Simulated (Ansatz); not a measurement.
C₄H₉ClSi (SMILES Cl[SiH]1CCCC1)

```xyz
15

C    -0.5699    0.4696    3.1173
C     0.5295    0.3599    2.0404
C    -0.0608    0.8280    0.7000
C    -1.3938    0.0853    0.4567
Cl   -2.5696   -2.0982    2.6118
Si   -2.1149   -0.1021    2.1959
H    -3.3515    0.6800    2.4808
H    -0.3459   -0.0992    4.0330
H    -0.7082    1.5257    3.4156
H     1.4309    0.9371    2.3081
H     0.8463   -0.6955    1.9466
H     0.6500    0.6758   -0.1298
H    -0.2494    1.9164    0.7549
H    -1.2064   -0.9255    0.0528
H    -2.0502    0.6004   -0.2624
```

Geometry: r2SCAN-D4/def2-SVP.

These are results of Ansatz 0.2.0, isolated molecule in a Gaussian basis; Kohn-Sham density functional theory, functional PBE0, not measurements.

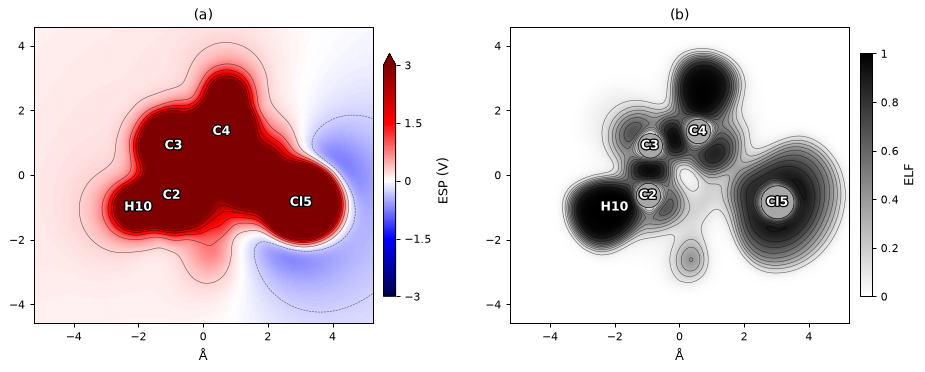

Figure 1. (a) electrostatic potential; (b) electron localisation function on the plane of atoms C2, C3 and C4. Grey discs cover the atomic cores in the ELF map.

### Read the bonding off the picture.

The plane passes through C, Cl and H nuclei. C–C (1.54 Å): the ELF peaks at about 0.95 between the atoms; a covalent bond. C–H (1.10 Å): the ELF climbs to about 1 towards the hydrogen, as it does in any bond to H; an ordinary covalent bond to hydrogen. The ELF also peaks beside Cl5, away from the bonds: lone-pair regions. Outside the dense part of the molecule the potential is most negative (−0.7 V) near Cl5.

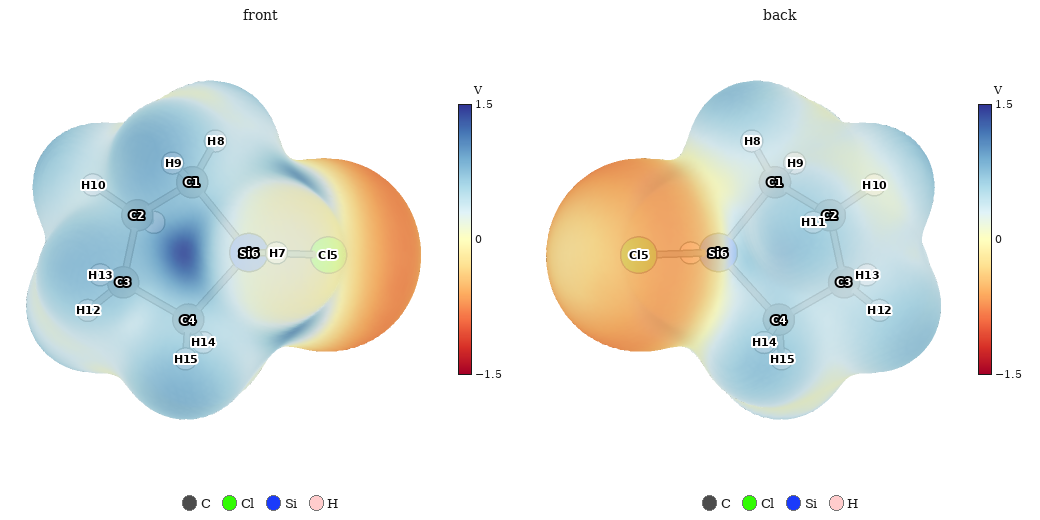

Figure 2. The electrostatic potential painted on the density surface at 0.002 e/bohr³, seen from the front and from behind; the colour scale runs from red (negative) to blue (positive).

### Describe the electrostatic potential map.

The most negative region (about −0.7 V, or −16 kcal/mol for a unit charge) lies over Cl5, the most positive (about +1.2 V, or +28 kcal/mol for a unit charge) over Si6.

### How polar is the molecule by this calculation?

Its dipole moment is 2.32 D.

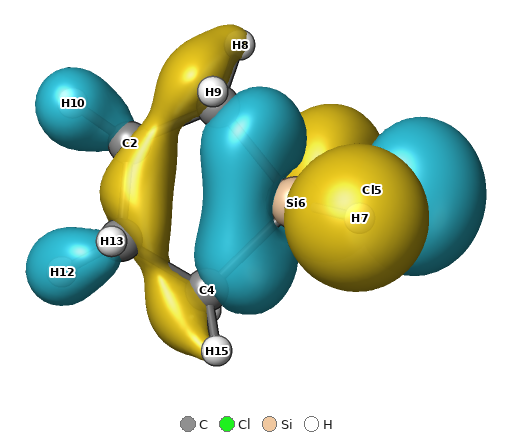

Figure 3. The HOMO−1 at ±0.08 Å⁻³ᐟ² (yellow and cyan are the two phases), seen across its widest extent.

### Describe this orbital and give its energy.

It lies mainly on Cl5 (about 45 %), Si6 (about 15 %), H7 (about 15 %), C1 (about 5 %) and C4 (about 5 %). Its energy is −8.46 eV.
